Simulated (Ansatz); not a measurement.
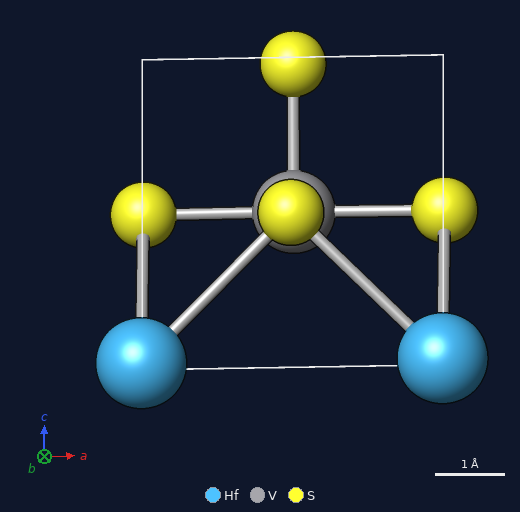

Starting structure of solid HfVS$_{3}$ (built on the cubic perovskite type) (coarse preliminary run). Style: ball-and-stick. Shown: the cell of the calculation, along the b axis.

The calculation used DFT PBE, scalar-relativistic, plane waves, PAW (Ansatz).

Input
```yaml
crystal:
  lattice:
    - [4.401843326, -0.1287464733, 0.0347378844]
    - [-0.1287464733, 4.4679898926, 0.045005546]
    - [0.0347378844, 0.045005546, 4.5228973156]
  atoms:
    - { symbol: Hf, position: [-0.0028995568, 1.0087267106, 0.0214247951], spin: 0.55 }
    - { symbol: V, position: [0.5034765095, 0.5090674878, 0.5015202216], spin: 1.22 }
    - { symbol: S, position: [0.0044391309, 0.4891724006, 0.4989306805] }
    - { symbol: S, position: [0.4938761322, -0.000258636, 0.499778895] }
    - { symbol: S, position: [0.5011077843, 0.4932920371, -0.0216545922] }
basis:
  ecutwfc: 420
kpoints:
  mp_grid: { grid: [6, 6, 6] }
hamiltonian:
  xc: pbe
scf:
  occupations: { method: gaussian, width: 0.1 }
output:
  forces: true
  stress: true
  eigenvalues: true
  populations: true
magnetization:
  spin_polarized: true
relax:
  adjacent_minimum: "off"
  f_tol: 0.015
  max_steps: 120
  cell: { stress_tol: 0.15 }
```

Command:
```bash
ansatz run input.yaml --threads 1 --pin off --max-ram 2560MiB --backend cpu --events-out ev --progress --plain --runs-dir out
```

Where does the relaxation end?

Over 15 accepted moves (17 points after the start) the energy falls by 859 meV per atom. Largest force component: 1.8 eV/Å at the start, 0.0043 eV/Å at the end. The pressure goes from 4.49 to 0.03 GPa. At 2 points the geometry stayed and the basis and grid were re-selected for the new cell (energy shift of 6.0 meV per atom at most each time). Hf1 moves most relative to the cell: 1.05 Å along [−1 1 1]. By element the largest moves are Hf 1.05 Å, S 0.90 Å, V 0.29 Å. Cell: a 4.404 → 4.665 Å (+5.9 %), b 4.470 → 4.665 Å (+4.4 %), c 4.523 → 4.665 Å (+3.1 %), α 88.9° → 79.4°, β 89.1° → 100.6°, γ 93.3° → 100.6°. Volume +9.0 %. Some distances before and after: Hf1–S4 3.196 → 4.998 Å, Hf1–S5 3.297 → 4.998 Å, Hf1–S3 3.347 → 4.998 Å, Hf1–S5 (another image) 3.012 → 4.101 Å. Bonds break, among them: Hf1–S3 (3.14 → 4.10 Å), Hf1–S3 (3.35 → 5.00 Å), Hf1–S4 (3.20 → 5.00 Å), Hf1–S5 (3.01 → 4.10 Å). Among the angles between lasting bonds that change: S3–V2–S5 88.6° → 129.5°, S4–Hf1–S4 91.0° → 131.9°, Hf1–S5–Hf1 91.1° → 131.9°. The space group (tolerance 0.01 Å) goes from P1 (No. 1) to R3 (No. 146).

Step by step:

```csv
step,"E − E(0), meV/atom","largest force component, eV/Å","pressure, GPa","volume, Å³/atom",note
0,0.00,1.8493,4.49,17.773,
1,-119.23,1.5253,2.56,18.329,
2,-245.74,1.4327,2.92,18.664,
3,-341.96,0.6341,5.21,19.101,
4,-430.59,0.7579,-1.50,21.395,
5,-487.03,0.6535,0.13,21.675,
6,-510.62,0.7904,0.20,21.925,
7,-559.00,0.5157,0.50,21.435,
8,-610.77,0.5385,-1.10,21.529,
9,-676.67,0.5675,-2.48,21.191,
10,-757.30,0.5429,-2.81,20.573,
11,-834.25,0.5378,0.33,19.405,
12,-851.67,0.0427,-0.40,19.397,
13,-852.10,0.0491,0.19,19.285,
14,-852.31,0.0070,-0.01,19.309,
15,-858.32,0.0092,0.45,19.309,"same geometry, new basis"
16,-858.78,0.0042,0.03,19.375,
17,-858.79,0.0043,0.03,19.375,"same geometry, new basis"
```

The structure at the end:

```
Hf V S
1.0
     4.62856   -0.40797   -0.41338
    -0.42168    4.62705    0.41961
    -0.41694    0.40946    4.62824
Hf V S
1 1 3
Direct
  0.87826 0.12175 0.12173
  0.52799 0.47201 0.47203
  0.02291 0.32046 0.60868
  0.39128 0.97707 0.32047
  0.67956 0.60871 0.97709
```

The end point in the same view:

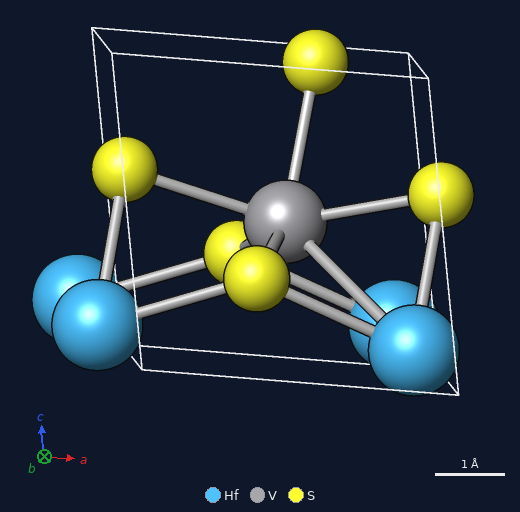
